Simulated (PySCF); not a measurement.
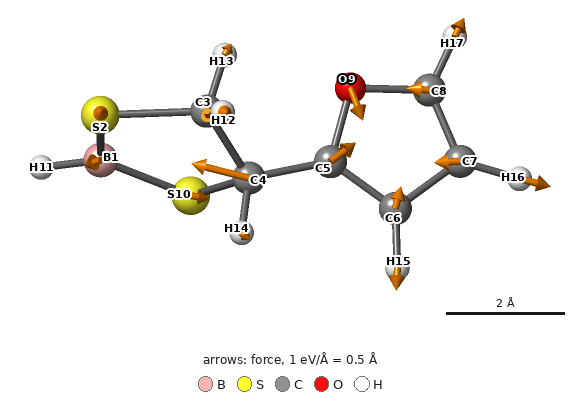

Starting geometry of C6H7BOS2 with the computed forces as orange arrows. Style: ball-and-stick. Shown face on.

The start comes from GFN2-xTB. Its atoms were then displaced at random by about 0.01 Å.

Theory: PySCF 2.14.0, density-fitted response routines, PBE0-D3(BJ)/def2-SVP geometry optimisation, gas phase. 

### Is this structure relaxed? If not, where do the atoms go?

It isn't relaxed: the largest force vector, on C4, is 2.03 eV/Å. The final displacements have little in common with the starting forces (cosine between the two patterns 0.25). The atom that moves furthest after the best rigid fit is S10 (0.12 Å). Largest moves by element: S 0.12 Å, H 0.11 Å, C 0.08 Å, O 0.07 Å, B 0.06 Å. Some distances before and after: C4–C5 1.445 → 1.481 Å, B1–S2 1.754 → 1.787 Å, C7–H16 1.060 → 1.088 Å, C4–S10 1.889 → 1.862 Å. Bond angles that change, for instance: C5–C4–H14 111.9° → 107.8°, S2–C3–C4 113.1° → 110.8°, S2–B1–S10 118.1° → 115.8°. The energy falls by 3.30 kcal/mol in 6 geometry steps.
